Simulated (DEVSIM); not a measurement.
Structure: Ru/Si3N4/SiO2/p-Si capacitor, at 400 K.

| layer (left to right) | material | thickness (nm) | Na (cm⁻³) |
|---|---|---|---|
| 1 | Si3N4 | 29.0 | - |
| 2 | SiO2 | 0.550 | - |
| 3 | Si | 1800 | 1e17 |

Metal gate on the left, work function 4.7 eV. Fixed charge at the semiconductor interface -2.7e11 cm⁻² (in units of +e); no interface traps.

This is a model device: material constants are rounded textbook-type values typed into the input, and sizes, dopings and lifetimes were drawn at random. Values at 300 K; Nc and Nv go as T^1.5, mobilities as T to minus their exponent, the gap by Varshni's rule with the affinity fixed.

```
parameter         Si3N4  SiO2        Si
----------------  -----  ----  --------
gap (eV)            5.1     9     1.124
affinity (eV)       2.1   0.9      4.05
permittivity        7.5   3.9      11.7
Nc (cm⁻³)             -     -   2.86e19
Nv (cm⁻³)             -     -    3.1e19
Varshni α (eV/K)      -     -  0.000473
Varshni β (K)         -     -       636
```

DEVSIM, 1D Poisson equation in equilibrium, Boltzmann statistics, complete ionisation; no quantum confinement or tunnelling. Metal contacts follow the ideal Schottky-Mott rule: no Fermi-level pinning, no interface dipoles.

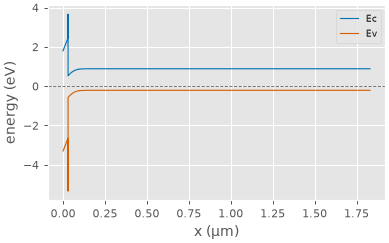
Figure. Band edges at 0.8 V on the gate

Energies count from the Fermi level of the right contact; mesh points crowd at the junctions.

```json
[
 {"x (μm)": "0.000", "Ec (eV)": "1.800", "Ev (eV)": "-3.300", "n (cm⁻³)": "< 1e2", "p (cm⁻³)": "< 1e2", "field (V/cm)": "220000"},
 {"x (μm)": "0.001490", "Ec (eV)": "1.833", "Ev (eV)": "-3.267", "n (cm⁻³)": "< 1e2", "p (cm⁻³)": "< 1e2", "field (V/cm)": "220000"},
 {"x (μm)": "0.004925", "Ec (eV)": "1.910", "Ev (eV)": "-3.190", "n (cm⁻³)": "< 1e2", "p (cm⁻³)": "< 1e2", "field (V/cm)": "220000"},
 {"x (μm)": "0.01222", "Ec (eV)": "2.072", "Ev (eV)": "-3.028", "n (cm⁻³)": "< 1e2", "p (cm⁻³)": "< 1e2", "field (V/cm)": "220000"},
 {"x (μm)": "0.02367", "Ec (eV)": "2.327", "Ev (eV)": "-2.773", "n (cm⁻³)": "< 1e2", "p (cm⁻³)": "< 1e2", "field (V/cm)": "220000"},
 {"x (μm)": "0.02724", "Ec (eV)": "2.407", "Ev (eV)": "-2.693", "n (cm⁻³)": "< 1e2", "p (cm⁻³)": "< 1e2", "field (V/cm)": "220000"},
 {"x (μm)": "0.02892", "Ec (eV)": "2.444", "Ev (eV)": "-2.656", "n (cm⁻³)": "< 1e2", "p (cm⁻³)": "< 1e2", "field (V/cm)": "220000"},
 {"x (μm)": "0.02976", "Ec (eV)": "0.522", "Ev (eV)": "-0.575", "n (cm⁻³)": "1.2e13", "p (cm⁻³)": "2.7e12", "field (V/cm)": "100000"},
 {"x (μm)": "0.03160", "Ec (eV)": "0.540", "Ev (eV)": "-0.557", "n (cm⁻³)": "7.0e12", "p (cm⁻³)": "4.6e12", "field (V/cm)": "98000"},
 {"x (μm)": "0.03587", "Ec (eV)": "0.580", "Ev (eV)": "-0.516", "n (cm⁻³)": "2.2e12", "p (cm⁻³)": "1.5e13", "field (V/cm)": "91000"},
 {"x (μm)": "0.04642", "Ec (eV)": "0.668", "Ev (eV)": "-0.429", "n (cm⁻³)": "1.7e11", "p (cm⁻³)": "1.9e14", "field (V/cm)": "75000"},
 {"x (μm)": "0.08540", "Ec (eV)": "0.848", "Ev (eV)": "-0.249", "n (cm⁻³)": "9.2e8", "p (cm⁻³)": "3.5e16", "field (V/cm)": "21000"},
 {"x (μm)": "0.1613", "Ec (eV)": "0.884", "Ev (eV)": "-0.213", "n (cm⁻³)": "3.2e8", "p (cm⁻³)": "9.9e16", "field (V/cm)": "180"},
 {"x (μm)": "0.3383", "Ec (eV)": "0.884", "Ev (eV)": "-0.213", "n (cm⁻³)": "3.2e8", "p (cm⁻³)": "1.0e17", "field (V/cm)": "≈ 0"},
 {"x (μm)": "0.9886", "Ec (eV)": "0.884", "Ev (eV)": "-0.213", "n (cm⁻³)": "3.2e8", "p (cm⁻³)": "1.0e17", "field (V/cm)": "≈ 0"},
 {"x (μm)": "1.482", "Ec (eV)": "0.884", "Ev (eV)": "-0.213", "n (cm⁻³)": "3.2e8", "p (cm⁻³)": "1.0e17", "field (V/cm)": "≈ 0"},
 {"x (μm)": "1.681", "Ec (eV)": "0.884", "Ev (eV)": "-0.213", "n (cm⁻³)": "3.2e8", "p (cm⁻³)": "1.0e17", "field (V/cm)": "≈ 0"},
 {"x (μm)": "1.769", "Ec (eV)": "0.884", "Ev (eV)": "-0.213", "n (cm⁻³)": "3.2e8", "p (cm⁻³)": "1.0e17", "field (V/cm)": "≈ 0"},
 {"x (μm)": "1.810", "Ec (eV)": "0.884", "Ev (eV)": "-0.213", "n (cm⁻³)": "3.2e8", "p (cm⁻³)": "1.0e17", "field (V/cm)": "≈ 0"},
 {"x (μm)": "1.822", "Ec (eV)": "0.884", "Ev (eV)": "-0.213", "n (cm⁻³)": "3.2e8", "p (cm⁻³)": "1.0e17", "field (V/cm)": "≈ 0"},
 {"x (μm)": "1.827", "Ec (eV)": "0.884", "Ev (eV)": "-0.213", "n (cm⁻³)": "3.2e8", "p (cm⁻³)": "1.0e17", "field (V/cm)": "≈ 0"},
 {"x (μm)": "1.830", "Ec (eV)": "0.884", "Ev (eV)": "-0.213", "n (cm⁻³)": "3.2e8", "p (cm⁻³)": "1.0e17", "field (V/cm)": "≈ 0"}
]
```
